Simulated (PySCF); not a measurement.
C$_{4}$H$_{2}$NPS (SMILES N#Cc1pccs1)

```xyz
9

N     3.5747    0.1481    0.1925
C     2.4294    0.0754    0.1357
C     1.0404   -0.0219    0.0686
P     0.1658   -1.4854    0.3561
C    -1.3862   -0.7000    0.0721
C    -1.3821    0.6192   -0.2364
S     0.1328    1.4064   -0.3245
H    -2.3080   -1.2553    0.1432
H    -2.2533    1.2194   -0.4325
```

Geometry: GFN2-xTB.

These are results of PBE0/pcSseg-1, SCF density, gas phase, non-relativistic (PySCF 2.14.0), not measurements.

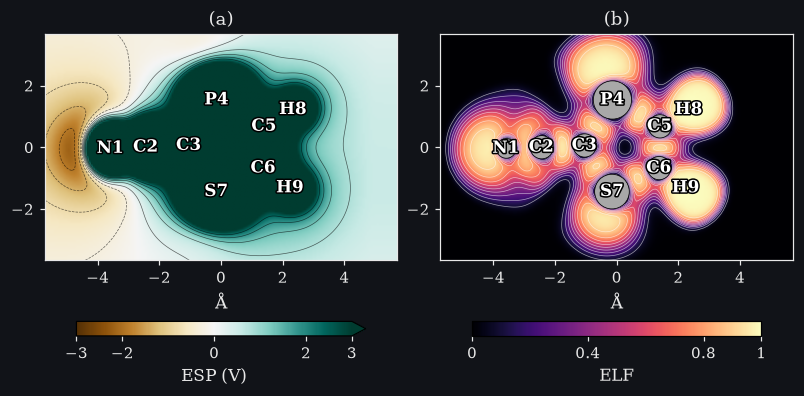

Figure 1. (a) electrostatic potential; (b) electron localisation function on the molecular plane. Grey discs cover the atomic cores in the ELF map.

**Describe what can be read from this map.**

The plane passes through N, C, P, S and H nuclei. C–N (1.15 Å): the ELF peaks at about 0.85 between the atoms: a short, multiple covalent bond. C–C (1.35 Å): the ELF peaks at about 0.95 between the atoms (a covalent bond). C–S (1.71 Å): the ELF peaks at about 0.90 between the atoms; a covalent bond. C–P (1.73 Å): the ELF peaks at about 0.90 between the atoms; localised, covalent bonding. C–H (1.08 Å): the ELF climbs to about 1 towards the hydrogen, as it does in any bond to H (a covalent bond by its length). The ELF also peaks beside S7, N1 and P4, away from the bonds: lone-pair regions. Outside the dense part of the molecule the potential is most negative (−2.2 V) near N1.

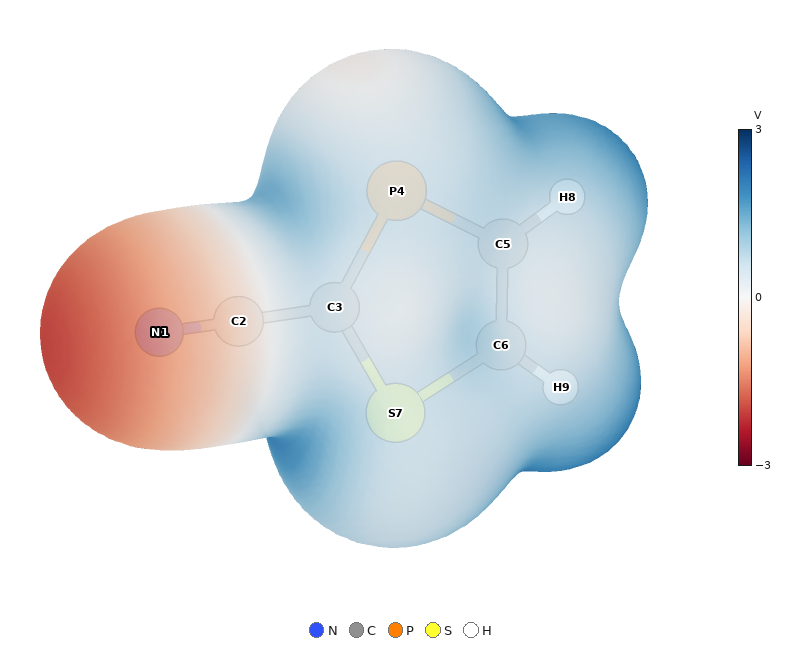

Figure 2. The electrostatic potential painted on the density surface at 0.004 e/bohr³, seen at a tilt; red is negative and blue positive.

**Which sites attract a positive test charge, and which a negative one?**

A positive charge is drawn to the negative regions and a negative charge to the positive ones. The most negative region (about −2.0 V, or −46 kcal/mol for a unit charge) lies over N1, the most positive (about +2.3 V, or +53 kcal/mol for a unit charge) over C6, S7 and H9. N1 is the likeliest acceptor of a hydrogen bond.

**What dipole moment does the calculation give?**

Its dipole moment is 5.22 D.
